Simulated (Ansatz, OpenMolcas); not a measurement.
# Exact exchange and the vertical ionisation energy of C2H3F3 (1,1,2-trifluoroethane)

The species is C2H3F3 (8 atoms), meant as a singlet with charge 0. As SMILES, `FCC(F)F`. The shape is that of a PBE0-D4/def2-TZVP optimisation. This is one conformer, not always the lowest.

The vertical ionisation energy (to the doublet cation) y, in eV, basis def2-SVP; a is the functional's share of exact exchange. Programs: Ansatz 0.2.0, OpenMolcas 26.06.

| functional | program | a | y (eV) |
| --- | --- | --- | --- |
| revPBE | Ansatz | 0 | 11.35 |
| TPSS | OpenMolcas | 0 | 11.50 |
| B3LYP | Ansatz | 0.2 | 12.13 |
| PBE0 | Ansatz | 0.25 | ? |
| r2SCAN0 | Ansatz | 0.25 | 12.45 |
| BHLYP | Ansatz | 0.5 | 12.85 |

Q: Fit y = c + s·a to the known rows and predict PBE0.

A: 
1. Means of the 5 rows: a = 0.1900, y = 12.056.
2. Σ(Δa)² = 0.172, Σ(Δa·Δy) = 0.5103, so the slope is 0.5103/0.172 = 2.9669.
3. Intercept: 12.056 − (2.9669) × 0.1900 = 11.492. The largest residual of the fit is 0.22.
4. PBE0: 11.492 + (2.9669) × 0.25 = 12.23 eV.

The run gave 12.20 eV, so the prediction is off by +0.03 eV, within the largest residual.

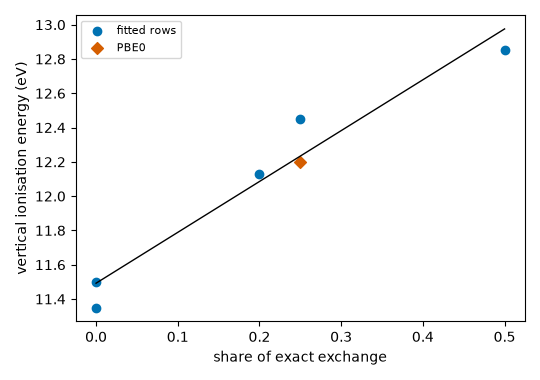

The fitted line, with the withheld row.
